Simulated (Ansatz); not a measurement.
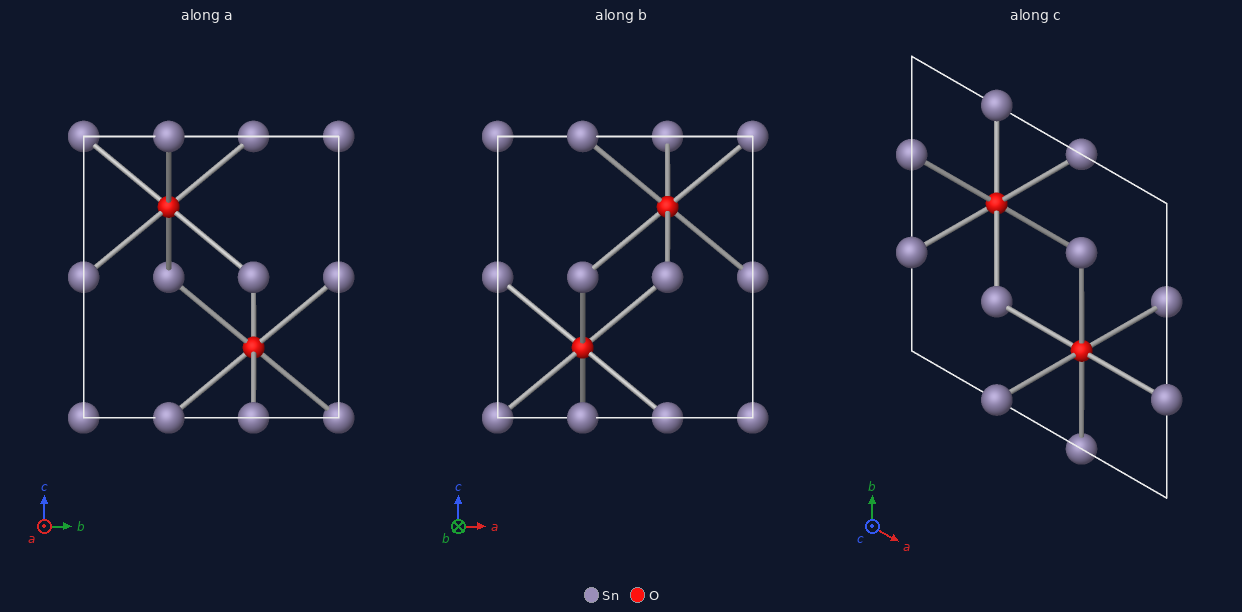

We look at a ball-and-stick model of the crystal along the a axis, along the b axis and along the c axis. Atoms at the boundary of the conventional unit cell (the box) are drawn once for each face, edge or corner they touch.

Lattice parameters: a = 6.054 Å, b = 6.054 Å, c = 5.785 Å, α = 90.00°, β = 90.00°, γ = 120.00°. Put a along x and b in the xy plane.

Q: Record the structure as a POSCAR file.

A:
```
Sn O
1.0
     6.054    0.000    0.000
    -3.027    5.243    0.000
     0.000    0.000    5.785
Sn O
6 2
Direct
  0.3339 0.0000 0.0000
  0.3339 0.3339 0.5000
  0.0000 0.3339 0.0000
  0.6661 0.0000 0.5000
  0.6661 0.6661 0.0000
  0.0000 0.6661 0.5000
  0.3333 0.6667 0.2500
  0.6667 0.3333 0.7500
```

The structure comes from a structure type filled with these elements by a generator (whether the compound takes this form wasn't checked). The final geometry of a relaxation with Ansatz, DFT PBE, scalar-relativistic, plane waves, PAW is shown.
